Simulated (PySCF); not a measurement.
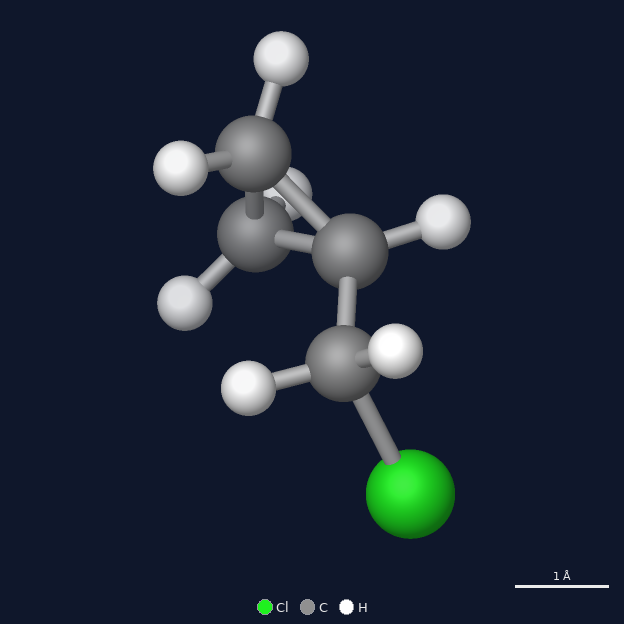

The picture shows a molecular structure as a ball-and-stick model. Every bond is drawn as one stick, whatever its order.

The computed structure is the end point of a GFN2-xTB optimisation. No frequency run is at hand to confirm it as a minimum.

Question: What is the molecular formula?

Answer: C4H7Cl, 12 atoms: 4 carbon, 7 hydrogen and 1 chlorine.

Question: What is its SMILES?

Answer: ClCC1CC1

Question: What is the point group of this geometry?

Answer: C1.

The parts below concern this one geometry. Atoms keep their numbers from picture to picture.

Shape

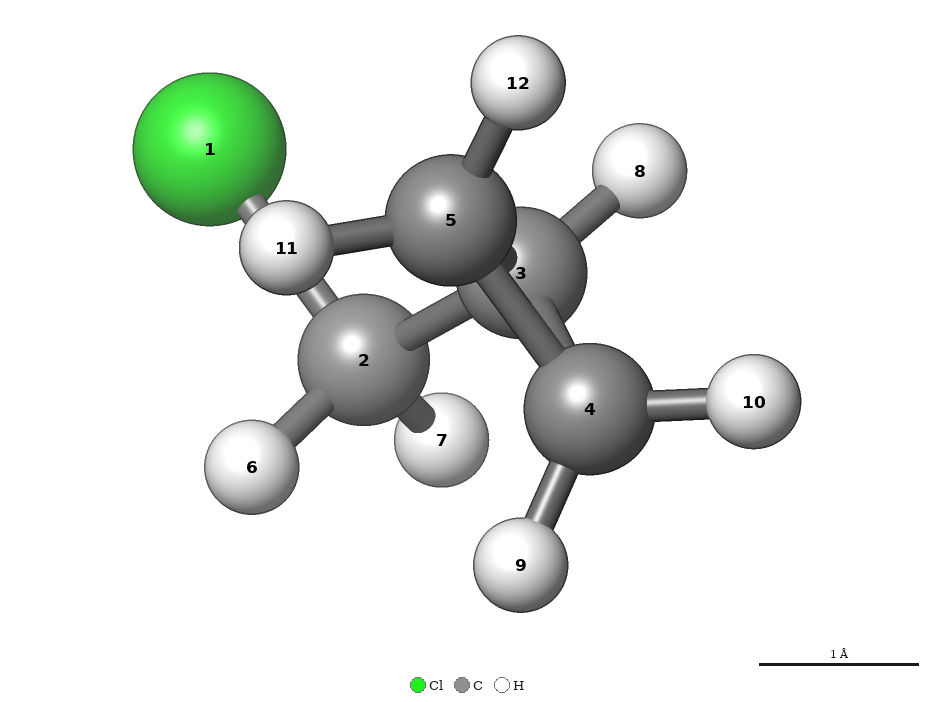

Numbered structure. No frequency run is at hand to confirm it as a minimum.

List the bonds and their lengths.

| bond | length (Å) | order |
| --- | --- | --- |
| Cl1–C2 | 1.794 | single |
| C2–C3 | 1.500 | single |
| C2–H6 | 1.090 | single |
| C2–H7 | 1.091 | single |
| C3–C4 | 1.502 | single |
| C3–C5 | 1.500 | single |
| C3–H8 | 1.083 | single |
| C4–C5 | 1.496 | single |
| C4–H9 | 1.079 | single |
| C4–H10 | 1.079 | single |
| C5–H11 | 1.079 | single |
| C5–H12 | 1.079 | single |

NMR shielding

The questions are on isotropic NMR shieldings of the H atoms. No frequency run is at hand to confirm it as a minimum. Level of theory: GIAO PBE0/pcSseg-1 NMR shielding, non-relativistic, gas phase (PySCF 2.14.0).

Question: Which H atom is the most shielded (lowest chemical shift)?

Answer: H9 (31.49 ppm).

Question: Which H atom is the least shielded (highest chemical shift)?

Answer: H7 (27.48 ppm).

Question: How wide is the range of H shifts?

Answer: 4.01 ppm.

Give the isotropic NMR shieldings of the H atoms atom by atom.

```csv
atom,σ (ppm)
H6,29.15
H7,27.48
H8,30.60
H9,31.49
H10,31.07
H11,31.41
H12,31.05
```

Electronic properties

No frequency run is at hand to confirm it as a minimum. Method: PBE0/pcSseg-1, gas phase (PySCF 2.14.0).

What does the calculation give?

- dipole moment: 2.24 D
- HOMO energy (Kohn–Sham orbital): −8.18 eV
- LUMO energy (Kohn–Sham orbital): 0.94 eV
- HOMO–LUMO gap: 9.12 eV

Charges

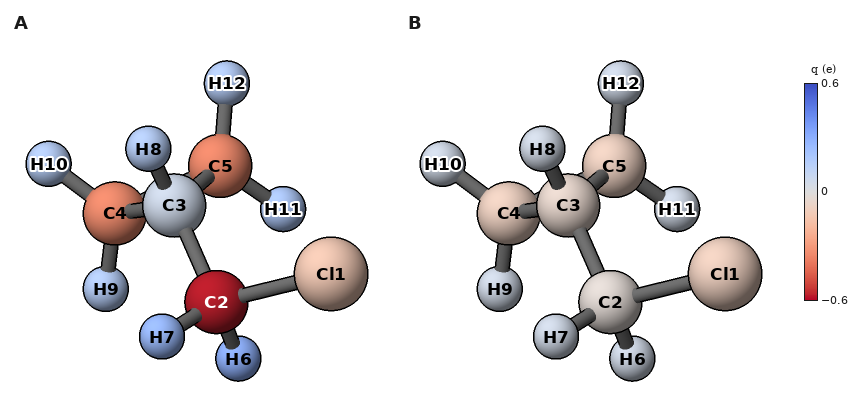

Atomic charges of one calculation by 2 schemes, on one colour scale. No frequency run is at hand to confirm it as a minimum. Computed with PBE0/pcSseg-1 (PySCF 2.14.0).

Question: The schemes are ESP-fitted, Hirshfeld. Which panel shows which?

Answer: A ESP-fitted, B Hirshfeld.

List the charges (e), one line for each set of equivalent atoms.

```json
{"atom": "Cl1", "ESP-fitted": "−0.12", "Hirshfeld": "−0.09"}
{"atom": "C2", "ESP-fitted": "−0.57", "Hirshfeld": "−0.03"}
{"atom": "C3", "ESP-fitted": "0.06", "Hirshfeld": "−0.05"}
{"atom": "C4", "ESP-fitted": "−0.33", "Hirshfeld": "−0.09"}
{"atom": "C5", "ESP-fitted": "−0.34", "Hirshfeld": "−0.09"}
{"atom": "H6", "ESP-fitted": "0.28", "Hirshfeld": "0.05"}
{"atom": "H7", "ESP-fitted": "0.24", "Hirshfeld": "0.05"}
{"atom": "H8", "ESP-fitted": "0.15", "Hirshfeld": "0.05"}
{"atom": "H9", "ESP-fitted": "0.15", "Hirshfeld": "0.05"}
{"atom": "H10", "ESP-fitted": "0.15", "Hirshfeld": "0.05"}
{"atom": "H11", "ESP-fitted": "0.18", "Hirshfeld": "0.05"}
{"atom": "H12", "ESP-fitted": "0.15", "Hirshfeld": "0.05"}
```
